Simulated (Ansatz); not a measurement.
Structure (in its standard cell), the input geometry of an electronic-structure calculation (not necessarily at equilibrium):

```xyz
2
Lattice="3.2051 0.0000 0.0000 -1.6025 2.7757 0.0000 0.0000 0.0000 5.1592" Properties=species:S:1:pos:R:3 pbc="T T T"
Mg    0.0000    1.8505    3.8694
Mg    1.6025    0.9252    1.2898
```

Predict the [100] zone-axis pattern (200 kV, kinematic, B = 1 Å²).

The spots form a rectangular net whose two shortest vectors correspond to d = 5.16 Å and 2.78 Å, 90.0° apart. They are 0 0 1 (itself extinct) and 0 1 0. The pattern has symmetry 2mm. A screw axis and a glide plane both extinguish reflections such as 0 0 1, 0 0 3.

Strongest reflections with d > 1.11 Å, one of each family (|F|² from tabulated Gaussian fits of the electron scattering factors, times a small damping for the curvature of the Ewald sphere):

```
  hkl  d (Å)  I (strongest = 100)
0 0 2  2.580                  100
0 1 1  2.444                   66
0 1 0  2.776                   30
0 1 3  1.462                   17
0 0 4  1.290                   16
0 2 1  1.340                   13
```

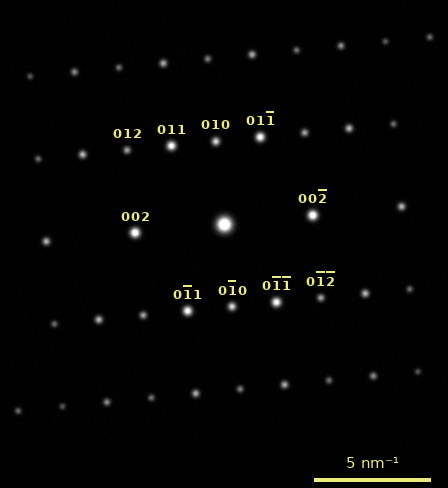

Calculated pattern, seen from the source side with [100] pointing towards the source.
